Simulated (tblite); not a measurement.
# ClH2O4PSi: the cost of one run

Computed with tblite 0.8.0 and PySCF 2.14.0; each step states its level. No surroundings beyond the atoms listed, unless a continuum is named. Atoms count from 0, parts from 1.

### 1 Starting point

9 atoms, charge 0, multiplicity 3; geometry: distance geometry start.

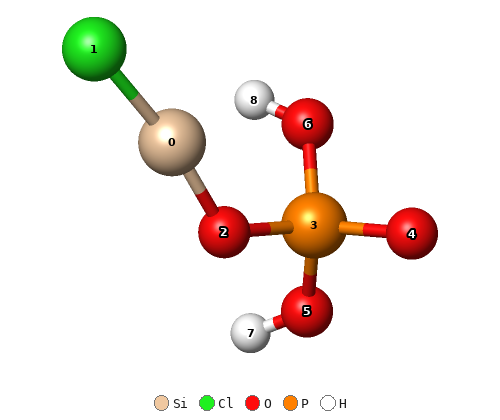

The starting geometry (silicon light orange, chlorine green, oxygen red, phosphorus orange, hydrogen white), atoms numbered.

### 2 Geometry optimisation with GFN2-xTB

The job: settings as JSON, then the geometry in Å.

```
{"job": {"kind": "relax", "xc": "GFN2-xTB", "basis": "xTB"}, "charge": 0, "multiplicity": 3}
Si    -0.867616     2.939263    -0.769106
Cl    -1.128361     5.020797    -1.146850
O     -0.704391     1.194041    -0.736800
P     -0.261106     0.213218     0.664647
O     -1.691655    -0.254266     1.481568
O      0.581619    -1.182069     0.128056
O      0.736304     1.174148     1.683657
H      1.254606    -1.190792    -0.603448
H      1.500336     1.693387     1.392243
```

Method: GFN2-xTB geometry optimisation, gas phase.

On the command line:

```bash
> OMP_NUM_THREADS=1 python cluster_run.py task.json out
```

The driver reads the jobs from task.json and runs them one after another.

**Question.** How long does this first job take on 1 thread of AMD EPYC 7R43, shared host?

About 5.4 s.
